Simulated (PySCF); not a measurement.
**C₃H₈Al₂Cl₂O (SMILES O=CC[CH2][AlH-]1[Cl+][AlH2-][Cl+]1): density, localisation and related maps**

| atom | x (Å) | y (Å) | z (Å) |
| --- | --- | --- | --- |
| O | -2.7383 | -0.3229 | -2.0719 |
| C | -2.0277 | -0.0698 | -1.1504 |
| C | -2.2380 | -0.3474 | 0.2944 |
| C | -0.9051 | -0.7961 | 0.9171 |
| Al | 0.3876 | 0.6421 | 0.3915 |
| Cl | 1.9576 | 0.0271 | -1.0398 |
| Al | 3.4977 | 0.2779 | 0.4889 |
| Cl | 1.9752 | 0.8653 | 1.9244 |
| H | -1.0232 | 0.4366 | -1.3032 |
| H | -2.5448 | 0.6024 | 0.7456 |
| H | -3.0517 | -1.0640 | 0.4307 |
| H | -0.6794 | -1.8078 | 0.5490 |
| H | -1.0582 | -0.9180 | 1.9977 |
| H | 0.0401 | 2.1141 | 0.0860 |
| H | 4.3765 | 1.4885 | 0.1214 |
| H | 4.0241 | -1.1191 | 0.8746 |

Geometry: GFN2-xTB.

Level of theory: PBE0/pcSseg-1, SCF density, gas phase, non-relativistic in PySCF 2.14.0.

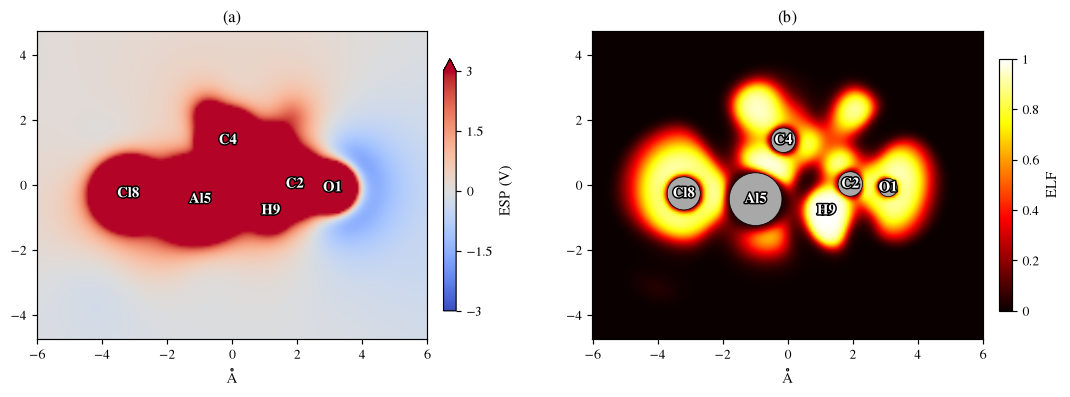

Figure 1. (a) molecular electrostatic potential; (b) electron localisation function on the plane of atoms C4, Al5 and Cl8. Grey discs cover the atomic cores in the ELF map.

What does the map show?

Answer. The plane passes through O, C, Al, Cl and H nuclei.
C–O (1.19 Å): the ELF peaks at about 0.85 between the atoms (a short, multiple covalent bond).
C–Al (2.00 Å): the ELF peaks at about 0.95 between the atoms, as expected for a shared but strongly polarised pair.
Al–Cl (2.22 Å): the ELF peaks at about 0.90 in the valence shell of Cl, 0.9 Å from its nucleus, and is about 0.80 at the midpoint.
The ELF also peaks beside O1 and Cl8, away from the bonds: lone-pair regions.
Outside the dense part of the molecule the potential is most negative (−1.6 V) near O1.

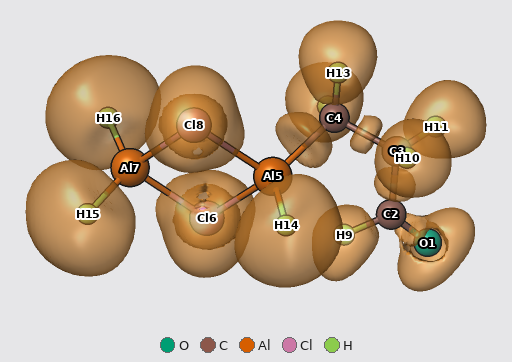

Figure 2. Isosurface of the electron localisation function at 0.8 (orange), seen across its widest extent. Core shells and regions of very low density are left out.

Identify the bonds, lone pairs and shells in this picture.

Answer. The surface consists of one region between bonded Al–C atoms (shared pairs), two regions between bonded C–C atoms (shared pairs), eight regions around hydrogen nuclei, two regions on Cl in which the atom's valence shell and bonds are merged and one region on O in which the atom's valence shell and bonds are merged. Profiles from the grid: C–C (1.49 Å): the ELF peaks at about 0.95 between the atoms; a covalent bond.

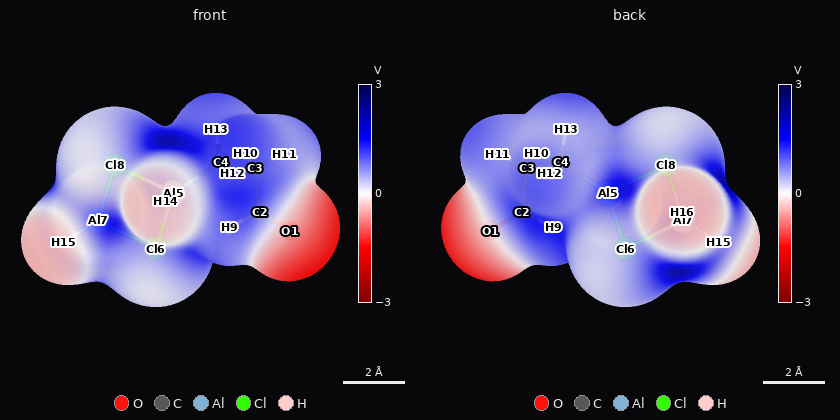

Figure 3. The electrostatic potential painted on the density surface at 0.002 e/bohr³, seen from the front and from behind; red is negative and blue positive.

Which sites attract a positive test charge, and which a negative one?

Answer. A positive charge is drawn to the negative regions and a negative charge to the positive ones. The most negative region (about −1.4 V) lies over O1, the most positive (about +2.1 V) over Al5 and Al7. O1 is the likeliest acceptor of a hydrogen bond.

What dipole moment does the calculation give?

Answer. Its dipole moment is 2.20 D.
